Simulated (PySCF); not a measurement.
## C$_{4}$H$_{6}$NOS: a changed input and its effect

System: C$_{4}$H$_{6}$NOS, charge −1, SMILES NC(=O)C1([S-])CC1.
Method of run 1: GIAO PBE0/pcSseg-1 NMR shielding, non-relativistic, gas phase (PySCF 2.14.0).

The geometry comes from this level: GFN2-xTB. Text and figures count atoms from 1; the logs count them from 0 in places.

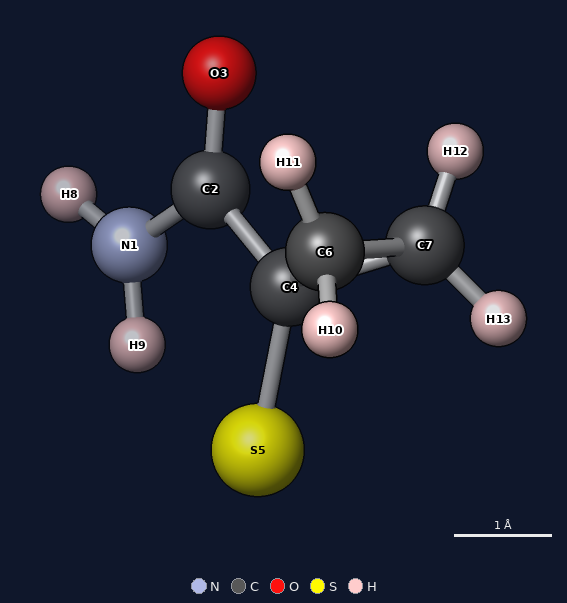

The structure as given in the input (ball-and-stick view, seen at a tilt; atoms are numbered from 1 in the order of the input).

**The input, run 1**
```
{"job": {"kind": "nmr", "xc": "PBE0", "basis": "pcSseg-1"}, "charge": -1, "multiplicity": 1}
N      2.169029     0.202396    -0.341697
C      1.032399    -0.144577     0.278615
O      0.980052    -0.634805     1.402494
C     -0.172089     0.139398    -0.567466
S      0.180330     0.858847    -2.162277
C     -1.421733     0.538318     0.185474
C     -1.324750    -0.826801    -0.410431
H      3.072294     0.085650     0.081560
H      1.988842     0.600793    -1.284345
H     -2.070845     1.261502    -0.288568
H     -1.347473     0.627793     1.261610
H     -1.183493    -1.663793     0.261234
H     -1.906952    -1.044235    -1.295178
```

The first line tells a small driver script what to run in PySCF; the rest is the geometry in Å.

Launched with:
```bash
OMP_NUM_THREADS=1 python <driver script> task.json out
```

Hardware: 1 CPU thread, shared host.

**Output (run 1)**
```
coarse grid: 11840 points
cycle   1  E = -683.5112018519  dE =  1.200e+00  |g| = 8.729e-01  |ddm| = 3.446e+00
cycle   2  E = -683.1970319159  dE =  3.142e-01  |g| = 1.571e+00  |ddm| = 2.542e+00
cycle   3  E = -683.6638958197  dE = -4.669e-01  |g| = 2.669e-01  |ddm| = 1.728e+00
cycle   4  E = -683.6798481357  dE = -1.595e-02  |g| = 5.668e-02  |ddm| = 3.307e-01
cycle   5  E = -683.6803329880  dE = -4.849e-04  |g| = 2.370e-02  |ddm| = 5.916e-02
cycle   6  E = -683.6804586379  dE = -1.256e-04  |g| = 4.824e-03  |ddm| = 2.815e-02
cycle   7  E = -683.6804624675  dE = -3.830e-06  |g| = 1.517e-03  |ddm| = 5.005e-03
final grid: 111016 points
cycle   8  E = -683.7314019772  dE = -1.769e-05  |g| = 1.423e-02  |ddm| = 3.423e-02
cycle   9  E = -683.7313044008  dE =  9.758e-05  |g| = 2.633e-02  |ddm| = 3.818e-02
cycle  10  E = -683.7314434788  dE = -1.391e-04  |g| = 2.430e-03  |ddm| = 2.502e-02
cycle  11  E = -683.7314447361  dE = -1.257e-06  |g| = 2.324e-04  |ddm| = 2.724e-03
cycle  12  E = -683.7314447450  dE = -8.894e-09  |g| = 1.580e-04  |ddm| = 5.918e-04
cycle  13  E = -683.7314447507  dE = -5.756e-09  |g| = 3.891e-05  |ddm| = 1.998e-04
cycle  14  E = -683.7314447510  dE = -3.167e-10  |g| = 8.733e-06  |ddm| = 4.055e-05
converged SCF energy = -683.7314447510

GIAO shielding tensors (ppm)
atom      isotropic    diamagn.    paramagn.     s11        s22        s33       span
  0 N      129.934     323.439    -193.506     37.954    157.057    194.790    156.836
  1 C        2.464     242.584    -240.120    -70.375    -22.875    100.642    171.017
  2 O        7.829     404.604    -396.775   -235.103   -140.222    398.813    633.916
  3 C      157.194     249.616     -92.422    125.270    134.041    212.272     87.002
  4 S      597.069    1058.192    -461.123    340.276    512.284    938.647    598.371
  5 C      162.025     251.269     -89.244    118.559    173.092    194.425     75.866
  6 C      161.995     251.894     -89.899    118.509    173.085    194.389     75.880
  7 H       27.728      31.371      -3.643     22.802     26.169     34.211     11.409
  8 H       18.418      31.361     -12.943      3.894     17.801     33.559     29.665
  9 H       31.505      31.654      -0.149     25.732     29.548     39.235     13.503
 10 H       30.749      31.743      -0.993     24.861     28.634     38.753     13.893
 11 H       30.755      31.817      -1.063     24.872     28.640     38.752     13.880
 12 H       31.500      31.756      -0.257     25.729     29.545     39.225     13.496
```

The input of run 2 differs as follows (lines with − go, lines with + come):
```diff
-"xc": "PBE0"
-"basis": "pcSseg-1"
+"xc": "wB97X-D"
+"basis": "MINI"
+"pop": true
```

What does this change do to the results?

The total energies belong to different models, so their difference says nothing on which is more stable or more accurate. The HOMO goes from −0.18 to −1.58 eV. The LUMO goes from 5.40 to 6.69 eV. Of all shieldings, the largest change is that of O3, by −106.4 ppm. The functional changes from PBE0 to wB97X-D. The number of SCF iterations is the same. The basis functions go from 156 to 45.

**Output (run 2)**
```
coarse grid: 11840 points
cycle   1  E = -679.7182696870  dE =  1.521e+00  |g| = 6.524e-01  |ddm| = 5.735e+00
cycle   2  E = -679.6874164434  dE =  3.085e-02  |g| = 8.853e-01  |ddm| = 2.293e+00
cycle   3  E = -679.8875365691  dE = -2.001e-01  |g| = 9.627e-02  |ddm| = 1.226e+00
cycle   4  E = -679.8901099190  dE = -2.573e-03  |g| = 4.437e-02  |ddm| = 2.107e-01
cycle   5  E = -679.8907054677  dE = -5.955e-04  |g| = 6.766e-03  |ddm| = 7.591e-02
cycle   6  E = -679.8907289269  dE = -2.346e-05  |g| = 2.165e-03  |ddm| = 2.106e-02
cycle   7  E = -679.8907312468  dE = -2.320e-06  |g| = 5.480e-04  |ddm| = 6.324e-03
final grid: 111016 points
cycle   8  E = -679.9069055511  dE = -4.103e-05  |g| = 4.336e-03  |ddm| = 2.894e-02
cycle   9  E = -679.9069101201  dE = -4.569e-06  |g| = 2.944e-03  |ddm| = 1.228e-02
cycle  10  E = -679.9069126298  dE = -2.510e-06  |g| = 3.552e-04  |ddm| = 4.842e-03
cycle  11  E = -679.9069126752  dE = -4.538e-08  |g| = 2.591e-04  |ddm| = 1.130e-03
cycle  12  E = -679.9069126974  dE = -2.222e-08  |g| = 6.479e-05  |ddm| = 5.426e-04
cycle  13  E = -679.9069126990  dE = -1.612e-09  |g| = 1.824e-05  |ddm| = 1.410e-04
cycle  14  E = -679.9069126992  dE = -2.290e-10  |g| = 5.051e-06  |ddm| = 6.804e-05
converged SCF energy = -679.9069126992

GIAO shielding tensors (ppm)
atom      isotropic    diamagn.    paramagn.     s11        s22        s33       span
  0 N      192.624     311.574    -118.950     85.569    227.489    264.815    179.245
  1 C      108.690     243.370    -134.681     31.339    125.936    168.794    137.456
  2 O      -98.523     385.364    -483.886   -640.820   -201.972    547.224   1188.045
  3 C      204.062     230.714     -26.652    164.341    189.747    258.098     93.757
  4 S      652.928    1054.576    -401.648    461.918    504.491    992.376    530.458
  5 C      206.555     244.026     -37.471    162.140    209.048    248.477     86.337
  6 C      206.508     244.735     -38.227    162.037    209.039    248.449     86.413
  7 H       26.677      28.769      -2.092     20.381     22.720     36.930     16.550
  8 H       21.759      25.914      -4.156      8.939     24.458     31.879     22.940
  9 H       30.737      29.734       1.003     23.896     27.641     40.675     16.779
 10 H       30.237      26.740       3.497     23.306     27.468     39.938     16.632
 11 H       30.242      27.146       3.095     23.315     27.472     39.938     16.623
 12 H       30.735      30.118       0.616     23.896     27.639     40.669     16.773
```

**The two runs side by side**

| quantity | run 1 | run 2 |
| --- | --- | --- |
| outcome | converged | converged |
| total energy (hartree) | −683.731445 | −679.906913 |
| HOMO (eV) | −0.18 | −1.58 |
| LUMO (eV) | 5.40 | 6.69 |
| shielding of N1 (ppm) | 129.9 | 192.6 |
| shielding of C2 (ppm) | 2.5 | 108.7 |
| shielding of O3 (ppm) | 7.8 | −98.5 |
| shielding of C4 (ppm) | 157.2 | 204.1 |
| shielding of S5 (ppm) | 597.1 | 652.9 |
| shielding of C6 (ppm) | 162.0 | 206.6 |
| shielding of C7 (ppm) | 162.0 | 206.5 |
| SCF iterations | 14 | 14 |
| basis functions | 156 | 45 |
| wall time (shared host) | 30 s | 8.6 s |
